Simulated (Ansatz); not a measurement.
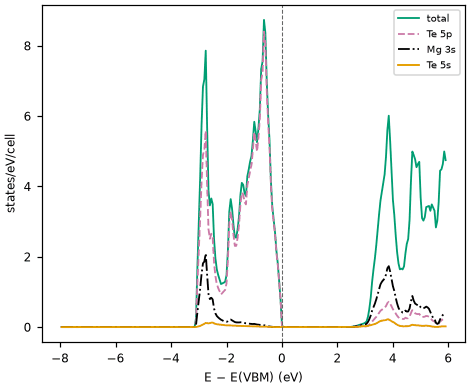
Figure. Total and projected density of states of MgTe (wurtzite, P6_3mc), the program Ansatz at the PBE level (PAW)

### Question
Which orbitals carry the states next to the gap?

### Answer
Top 1 eV of the valence band: Te 5p 96 %. Bottom 1 eV of the conduction band: Mg 3s 40 %, Te 5p 12 %, Te 5s 7 %, outside the projected shells 41 %. Projections are on Löwdin-orthogonalised atomic valence shells; empty p or d shells of many metals are not among them.

### Question
Where is the tallest occupied peak in this window, and what makes it?

### Answer
Near -0.7 eV, about 8.7 states/eV per cell; the largest projected share is Te 5p.

Symmetry was held in the PBE relaxation; of distortions, only those at the zone centre were tested. Scalar-relativistic: spin–orbit coupling is off unless named, which matters more the heavier the elements.

Potentials: the later of the program's two PAW sets.
